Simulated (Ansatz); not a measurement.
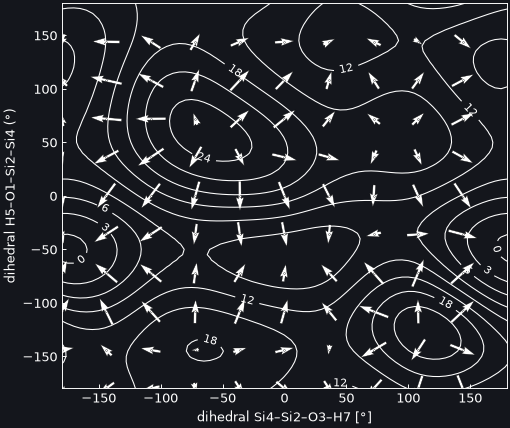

Energy landscape of H5O2Si2, SMILES O[SiH](O)[SiH2], spin multiplicity 2. Coordinates scanned: (1) dihedral Si4–Si2–O3–H7; (2) dihedral H5–O1–Si2–Si4. Nothing is relaxed (all other coordinates rigid). The scan uses a 10 × 10 grid. All energies are given in kJ/mol relative to the lowest grid point. Level of theory: UKS B3LYP-D4/def2-SVP in Ansatz.

In the figure: contour lines labelled in kJ/mol, dots at the grid points, arrows along the force (downhill), their lengths compressed. Between grid points the surface is interpolated. 

Q: Summarise what can be read from the map.

A: The lowest grid point is at dihedral Si4–Si2–O3–H7 = −180°, dihedral H5–O1–Si2–Si4 = −36°. The bottom of the well lies between grid points, at about dihedral Si4–Si2–O3–H7 = −175°, dihedral H5–O1–Si2–Si4 = −50°, about 0.68 kJ/mol lower on the interpolated surface. There are further wells near dihedral Si4–Si2–O3–H7 = 0°, dihedral H5–O1–Si2–Si4 = −72° (7.5 kJ/mol above the lowest at that grid point); dihedral Si4–Si2–O3–H7 = −180°, dihedral H5–O1–Si2–Si4 = 108° (8.7 kJ/mol above the lowest at that grid point); dihedral Si4–Si2–O3–H7 = 36°, dihedral H5–O1–Si2–Si4 = 144° (10.7 kJ/mol above the lowest at that grid point). The highest grid point, dihedral Si4–Si2–O3–H7 = −72°, dihedral H5–O1–Si2–Si4 = 72°, lies 25.3 kJ/mol above the lowest. On the interpolated surface the easiest way out of the lowest well to the well at about dihedral Si4–Si2–O3–H7 = 10°, dihedral H5–O1–Si2–Si4 = −60° passes a barrier of about 9.8 kJ/mol, counted from the interpolated bottom of the well. Round the minimum the two coordinates are weakly coupled (coupling 0.14 in units of the two stiffnesses).

Grid values (kJ/mol):

```tsv
dihedral H5–O1–Si2–Si4 ↓, dihedral Si4–Si2–O3–H7 →	−180	−144	−108	−72	−36	0	36	72	108	144
144	8.9	12.0	16.8	17.6	15.3	12.8	10.7	11.3	12.1	10.1
108	8.7	13.2	20.0	21.8	18.6	15.0	12.7	13.6	13.8	10.4
72	10.9	14.7	21.8	25.3	23.4	19.4	15.8	16.1	16.6	13.2
36	11.2	13.7	19.5	23.8	24.2	21.3	16.9	15.9	16.3	13.6
0	6.3	8.5	13.4	16.8	17.7	16.4	13.4	12.5	12.0	8.8
−36	0.0	2.4	7.6	9.9	9.6	8.8	8.2	9.5	9.0	3.7
−72	1.4	3.0	8.2	10.2	8.6	7.5	8.4	12.5	13.7	7.2
−108	10.0	9.5	13.6	15.6	14.2	12.4	12.6	17.6	21.8	17.1
−144	15.3	14.0	16.5	18.2	17.6	15.7	14.0	17.0	21.8	20.6
−180	12.7	13.2	15.9	16.9	16.1	14.3	11.8	12.7	15.6	15.1
```

Each point was launched as `ansatz run input.yaml --threads 1 --pin off --max-ram 2560MiB --backend cpu --events-out ev --progress --plain --runs-dir out`. The whole map (100 points run) took 11 min on 1 thread of Arm Neoverse V2, with other jobs on the host.
